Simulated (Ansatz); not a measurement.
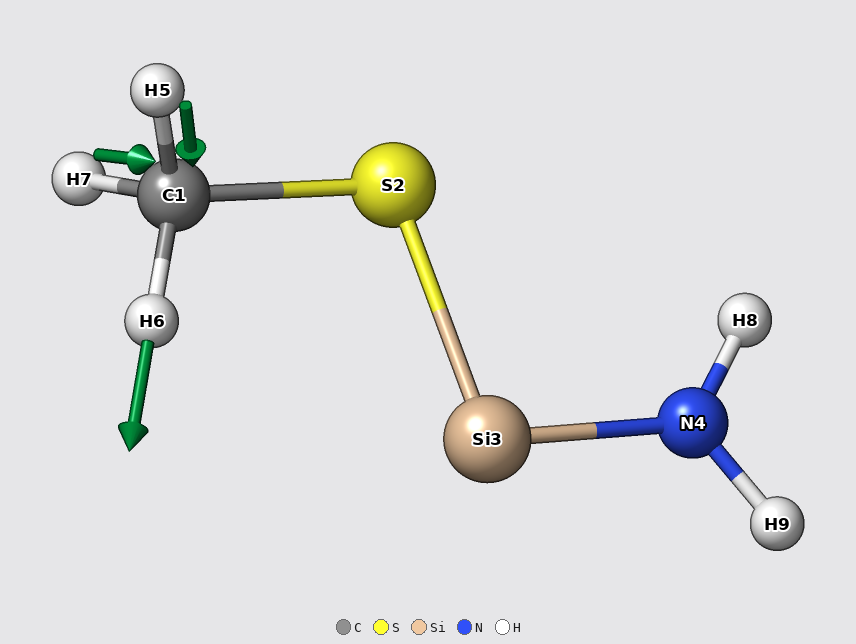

The arrows show one normal mode. Harmonic vibrations computed with RKS PBE0-D4/def2-TZVP (Ansatz 0.2.0) at a stationary point of the same level.

> Describe the motion.

Mostly out-of-phase stretching of 3 C–H bonds.

> Estimate its harmonic wavenumber.

3146 cm⁻¹; it is mode 18 of 21 counted from the lowest.
